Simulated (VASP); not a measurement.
Band structure of Sc (relaxed from the beta-Sn structure, space group I4_1/amd). Calculation: PBEsol GGA, VASP's PBE PAW potentials (set 64) (plane waves; VASP).

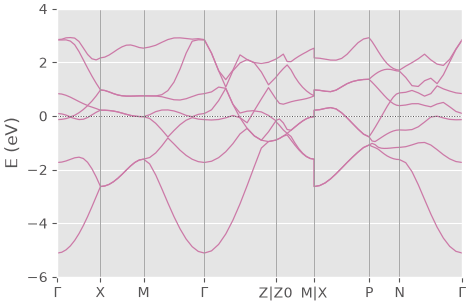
Figure. Bands along high-symmetry lines, zero at the valence-band maximum or, without a gap, the Fermi level

Task: Read the plot: is there a gap, and where are the band edges?

Result: It has no gap at this level: it comes out as a metal or semimetal. (Edges off the drawn lines would not show.)

The structure was generated: Sc was put into the beta-Sn type (I4_1/amd), which need not be its known phase. It was relaxed first, which changed the volume by -11 %.
